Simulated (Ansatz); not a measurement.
Nudged elastic band, with input and output: GaNH4O (part 2 of 2)

Continued. System: GaNH4O. Method: RKS B3LYP/def2-SVP (Ansatz 0.2.0). The run did not end well. One setting was made poor on purpose. It belongs to a series of runs on one base structure; here: band between the two ends.

Geometry of the input (Å):
```
Ga 0.1085  -0.2753  0.3011
H  0.0273  -0.6995  1.7993
O  1.6544  -0.0022  -0.5728
H  2.4466  -0.1441  -0.0408
N  -1.3312  0.0020  -0.7612
H  -2.2952  -0.1127  -0.4738
H  -1.2483  0.2800  -1.7332
```

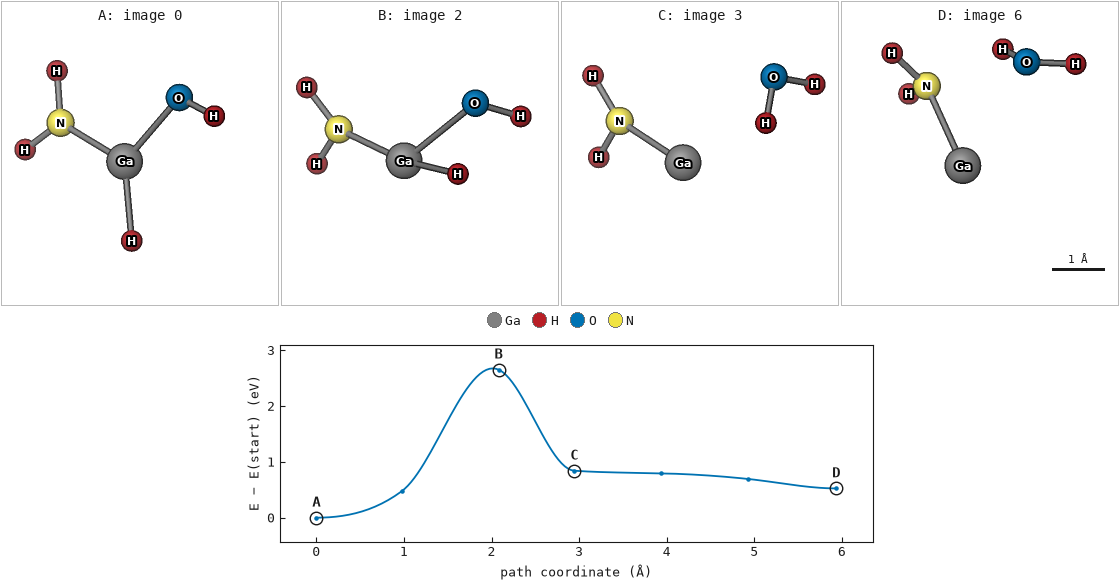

Figure 1. Images of the last band (counted from 0; ball-and-stick, seen at a tilt) above the energy along the path; the line is a cubic interpolation that uses the forces. The highest image is number 2, 2.653 eV above the start and 2.128 eV above the end (the climbing image); the end lies 0.524 eV above the start. The path is 5.93 Å long. The band had not converged after 60 iterations.

```
Unfinished report: {"positions_ang":[[-0.1974304397474421,-0.3015486419527448,0.3126945406591071],[1.079086073997681,-0.21961525638969703,1.3646632349619954],[1.7802859583120663,0.1476366190245776,0.17319552280319572],[2.2499574169026655,-0.7176958116100984,0.14692085761098994],[-1.4991321438850689,-0.04165843524414229,-0.9778869351530703],[-2.3689160044508792,-0.5722142345860303,-0.9179410669142817],[-1.6816508611290242,0.7531977507581348,-1.5831451539679353]],"unchecked":["starts","cluster_reference","orbital_swaps","neighbouring_geometries","increment"],"mean_field":{"relativity":"none","state":{"energy":{"ev":-55970.572275925144,"hartree":-2056.8805929237565},"converged":true,"gradient_ev":0.00006610768091571985,"stability":{"kind":"minimum","curvature_ev":26.24073310019818},"curvature_floor_ev":0.00030000000000000003,"spin_squared":-3.197442310920451e-14},"others":[],"fillings":{"estimated":0,"unestimated":0,"tried":0,"untried":0,"excluded_magnetic_sites":0},"n_dropped_functions":0,"n_trapped_functions":0,"passes":{"evaluations":3,"products":25},"factors":{"origin":"Cholesky decomposition","count":855,"bound_ev":0.0010659899920291524},"gradient_stop_ev":0.00009,"reference_kind":"stationary","functional":{"name":"B3LYP","citations":["Stephens, Devlin, Chabalowski & Frisch, J. Phys. Chem. 98, 11623 (1994) doi:10.1021/j100096a001","Becke, Phys. Rev. A 38, 3098 (1988) doi:10.1103/PhysRevA.38.3098","Lee, Yang & Parr, Phys. Rev. B 37, 785 (1988) doi:10.1103/PhysRevB.37.785","Vosko, Wilk & Nusair, Can. J. Phys. 58, 1200 (1980) doi:10.1139/p80-159"],"text":"name \"B3LYP\"\ncite \"Stephens, Devlin, Chabalowski & Frisch, J. Phys. Chem. 98, 11623 (1994) doi:10.1021/j100096a001\"\ncite \"Becke, Phys. Rev. A 38, 3098 (1988) doi:10.1103/PhysRevA.38.3098\"\ncite \"Lee, Yang & Parr, Phys. Rev. B 37, 785 (1988) doi:10.1103/PhysRevB.37.785\"\ncite \"Vosko, Wilk & Nusair, Can. J. Phys. 58, 1200 (1980) doi:10.1139/p80-159\"\nparameter a0 = 0.2\nparameter ax = 0.72\nparameter ac = 0.81\nexchange = (1 - a0 - ax)*slater_x + ax*b88_x + a0*exact_x\ncorrelation = (1 - ac)*vwn_rpa_c + ac*lyp_c\n","parameters":{"a0":{"value":0.2,"default":0.2},"ac":{"value":0.81,"default":0.81},"ax":{"value":0.72,"default":0.72}},"final_grid":{"core_spheres":13.0,"valence_spheres":11.0,"degree":36.0},"final_grid_parameter_source":"default","radial_points_factor":1.0,"radial_grid_error_ev":6.729326096032238e-7,"grid_sensitivity":"normal","grid_sensitivity_ratio":0.0013437628806248659},"unsmoothed_excess_ev":-0.00023013867892241206,"symmetry":{"irreps":["A"],"axes":[[0.9997416517472265,0.020192074730388733,0.010435989642077708],[-0.02060959102300359,0.9989225137029326,0.04158192366015502],[-0.009585119696262861,-0.04178626252127399,0.9990805942189606]],"occupied":[{"A":25},{"A":25}]},"held":{"pivots":855,"left_out":0,"joined":0},"density_repulsion":{"missed_ev":0.000018022981944288953,"excess_ev":0.0,"most_excess_ev":0.000135,"are_drawn_again":false,"n_first_factors":855,"energy_change_ev":0.0,"n_dropped_ends":0}},"factors":{"origin":"Cholesky decomposition","count":855,"bound_ev":0.0010659899920291524},"n_frozen":0,"n_occupied":[25,25],"n_virtual":[55,55],"reference":{"ev":-55970.572275925144,"hartree":-2056.8805929237565},"total":{"ev":-55970.572275925144,"hartree":-2056.8805929237565},"forces_ev_per_angstrom":[[-0.837589862218972,-0.32668728127442104,0.30065003668947565],[0.25813239914719305,0.13222328598679467,-0.4464149084672657],[0.2415986382910818,-0.3538084967619255,0.33359352537932807],[-0.19405636291502576,0.481538148157939,-0.20389496264932094],[0.010867605706205524,-0.03208116227676177,-0.09670797919781146],[0.14182221278302293,-0.04684295242041078,0.27192123244336064],[0.3792253691928325,0.14565845857984608,-0.15914694420710201]],"charge_distribution":{"dipole_moment_e_ang":[-0.23413911487707978,-0.14982456107877015,-0.13872932267438395],"mulliken_charges_e":[0.16190881796193324,0.18285387116792573,-0.38375417189156025,0.17213794329143106,-0.3541068101708653,0.11409932844327852,0.10686102119782526],"lowdin_charges_e":[-0.1466143683633625,0.05762504398428092,0.012314792836940036,-0.02209573085749006,0.07858946498854014,0.013063297772837101,0.007117499638248925]},"n_threads":2,"memory_gib":2.556818182580173,"seconds":{"hamiltonian":1.141436827,"orbitals":0.0,"second_order":0.0,"solver_start":0.0,"cycles":0.0,"cycle":0.0,"perturbative":0.0,"full_ci_increment":0.0,"forces":0.0}}
this run last wrote the band of iteration 60 to [file]
Error: NEB band did not converge after 60 iterations: max|band force component| = 6.49e-1 eV/Å (threshold 3.0e-2); raise `neb.max_iterations` in a new run, which can start from the last band evaluated (`neb.initial_path`, with `crystal.atoms` and `neb.final_atoms` set to its first and last images), add images, or start from endpoints closer to local minima. Where this run's directory can be resumed (`checkpoint.write`), a resume goes on for up to `neb.max_iterations` more; to start a new run from the last band, take its images' positions from the `neb_iteration` event of iteration 60 (`data.images[].positions_ang`), in the event stream of the run that computed that iteration (not this run's, if it was resumed behind it). With `checkpoint.write`, `steps/00-neb/state/checkpoint.json` in the run directory holds the last saved band, under `neb.evaluated.images[].positions_ang` (a band under a hybrid functional on support functions is neither saved nor resumed: `neb.initial_path` says where its path is): check the last entry of `neb.iterations` there, which is earlier than 60 if that iteration was not saved or its write failed. If the band's step has no `state` directory and holds `state.next`, a write was cut short, and the file is under `state.next` instead (behind a loss of power it can be under `state.prev`)
this run wrote the band of iteration 60 to [file] as well, whether or not its events were kept: a new run's `neb.initial_path` can list its `images[].positions_ang`
a run's events are kept only if it was started with --events-out <file>, and are in that file
```

**The last band as extended XYZ (Å, eV, eV/Å)**
```
7
Properties=species:S:1:pos:R:3:forces:R:3 image=0 energy=-55973.22480
Ga    0.1085   -0.2753    0.3011   -0.0004  -0.0094   0.0212
H     0.0273   -0.6995    1.7993    0.0032  -0.0014  -0.0022
O     1.6544   -0.0022   -0.5728    0.0180   0.0018  -0.0039
H     2.4466   -0.1441   -0.0408   -0.0086   0.0033   0.0002
N    -1.3312    0.0020   -0.7612    0.0220   0.0055  -0.0177
H    -2.2952   -0.1127   -0.4738   -0.0242   0.0032   0.0084
H    -1.2483    0.2800   -1.7332   -0.0101  -0.0029  -0.0060
7
Properties=species:S:1:pos:R:3:forces:R:3 image=1 energy=-55972.74986
Ga    0.0723   -0.1810    0.2037    0.3927   0.1374  -0.1737
H     0.4286   -0.4268    1.6811   -0.7359  -0.3492   0.6368
O     1.7559    0.0123   -0.4212   -0.0816   0.0498  -0.8028
H     2.3306   -0.4809    0.1782    0.0701   0.1934   0.0513
N    -1.4150   -0.0027   -0.8385    0.0762  -0.0166   0.1352
H    -2.2687   -0.5287   -0.6841    0.0094   0.0896   0.2119
H    -1.5415    0.6559   -1.6008    0.2691  -0.1044  -0.0587
7
Properties=species:S:1:pos:R:3:forces:R:3 image=2 energy=-55970.57205
Ga   -0.1974   -0.3015    0.3127   -0.8376  -0.3267   0.3006
H     1.0791   -0.2196    1.3647    0.2581   0.1322  -0.4464
O     1.7803    0.1476    0.1732    0.2416  -0.3538   0.3336
H     2.2500   -0.7177    0.1469   -0.1941   0.4815  -0.2039
N    -1.4991   -0.0417   -0.9779    0.0109  -0.0321  -0.0967
H    -2.3689   -0.5722   -0.9179    0.1418  -0.0468   0.2719
H    -1.6817    0.7532   -1.5831    0.3792   0.1457  -0.1591
7
Properties=species:S:1:pos:R:3:forces:R:3 image=3 energy=-55972.38354
Ga   -0.6431   -0.5536    0.4435   -0.1682  -0.0919   0.0531
H     1.5638   -0.1278    1.2621    0.1331   0.0597   0.2025
O     1.9848    0.1431    0.4316    0.0555   0.0780  -0.0793
H     2.3766   -0.6905    0.1311    0.0349  -0.0181  -0.1151
N    -1.6682    0.0112   -1.0156   -0.0583  -0.0345   0.0547
H    -2.5341   -0.5283   -1.0664   -0.1352   0.0855  -0.1660
H    -1.7176    0.7939   -1.6678    0.1381  -0.0787   0.0502
7
Properties=species:S:1:pos:R:3:forces:R:3 image=4 energy=-55972.42995
Ga   -0.8063    0.4080    0.7274   -0.0753  -0.0009   0.0509
H     1.6731   -0.2680    1.2722    0.0923  -0.0057   0.0196
O     1.9549   -0.1149    0.3574   -0.0081   0.0007  -0.0453
H     1.9406   -0.9997   -0.0379   -0.0204   0.0248  -0.0064
N    -1.5451    0.0396   -0.9652   -0.0584   0.0223   0.0378
H    -2.3127   -0.6307   -1.0271   -0.0434   0.0118  -0.0478
H    -1.5423    0.6139   -1.8082    0.1134  -0.0529  -0.0088
7
Properties=species:S:1:pos:R:3:forces:R:3 image=5 energy=-55972.53149
Ga   -0.7188    0.7686    0.7898   -0.0422   0.0103   0.0450
H     1.6779   -0.5553    1.1989    0.0770  -0.0348  -0.0271
O     1.6605   -0.1826    0.3044   -0.0577   0.0328  -0.0089
H     1.2945   -0.8948   -0.2452   -0.0849   0.0469  -0.0298
N    -1.2582   -0.0170   -0.8667    0.0072  -0.0100   0.0295
H    -2.1615   -0.4960   -0.8828   -0.0194   0.0402  -0.0177
H    -1.1322    0.4252   -1.7800    0.1199  -0.0854   0.0091
7
Properties=species:S:1:pos:R:3:forces:R:3 image=6 energy=-55972.70033
Ga   -0.6354    1.0218    0.8443    0.0001  -0.0029  -0.0046
H     1.6794   -0.8372    0.9334   -0.0099  -0.0049  -0.0075
O     1.3958   -0.2150    0.2484    0.0012   0.0189   0.0056
H     0.6538   -0.6576   -0.2416   -0.0020  -0.0125  -0.0027
N    -1.0310   -0.0749   -0.7409    0.0209   0.0040   0.0099
H    -1.9770   -0.4415   -0.8636   -0.0116  -0.0030   0.0023
H    -0.7234    0.2526   -1.6615    0.0014   0.0004  -0.0030
```

**What the run reported**

```json
{"quantity": "outcome", "value": "not converged"}
{"quantity": "barrier, forward (band not converged)", "value": "2.653 eV"}
{"quantity": "barrier, backward", "value": "2.128 eV"}
{"quantity": "hardware", "value": "2 threads of Arm Neoverse V2, 24 GiB of memory available, shared host"}
{"quantity": "wall time", "value": "5.9 min (CPU time 11 min)"}
{"quantity": "peak memory", "value": "0.16 GiB"}
```

The run did not converge: “NEB band did not converge after 60 iterations: max|band force component| = 6.49e-1 eV/Å (threshold 3.0e-2); raise `neb.max_iterations` in a new run, which can start from the last band evaluated (`neb.initial_path`, with `crystal.atoms` and `neb.final_atoms` set to its first and last images), add images, or start from endpoints closer to local minima …” Its last values are not results. A deliberately poor setting: step length.
